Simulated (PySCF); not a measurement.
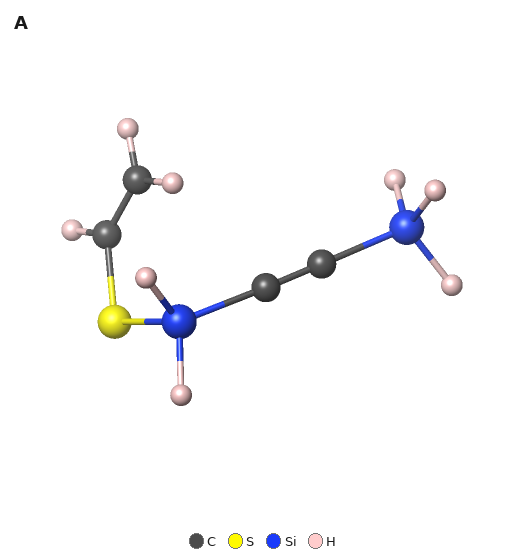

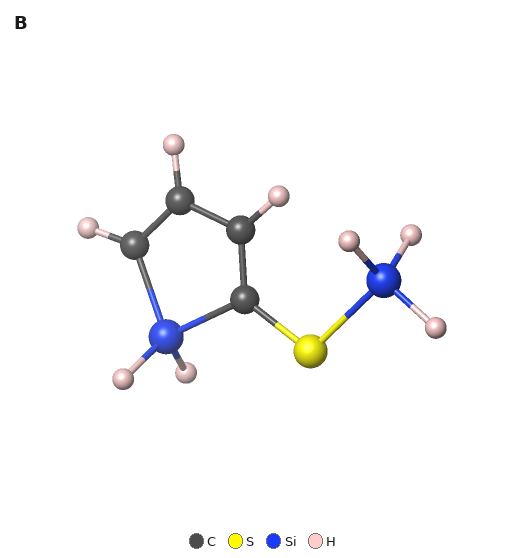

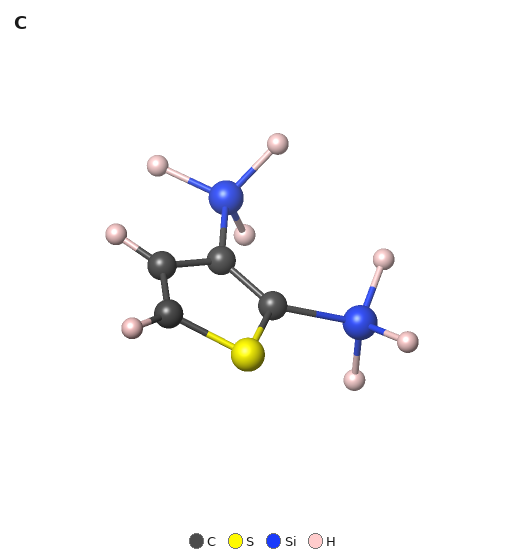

3 stationary structures of one formula. Geometries: GFN2-xTB. Electronic energies: CAM-B3LYP/def2-SVPD (PySCF 2.14.0), without zero-point energy. No frequency run is at hand to confirm each as a minimum. Each is one conformer, not always the lowest.

**Are they conformers, stereoisomers or constitutional isomers?**

They are constitutional isomers of C4H8SSi2: A `C=CS[SiH2]C#C[SiH3]`, B `[SiH3]SC1=CC=C[SiH2]1`, C `[SiH3]c1ccsc1[SiH3]`.

**Which structure is the most stable?**

C is lowest; B lies 19.9 kJ/mol above it, A lies 105.0 kJ/mol above it.

The geometry is semi-empirical. Around Si such bond lengths and angles can be off by a tenth of an ångström or more and by several degrees, and values that hang on the shape move with them.
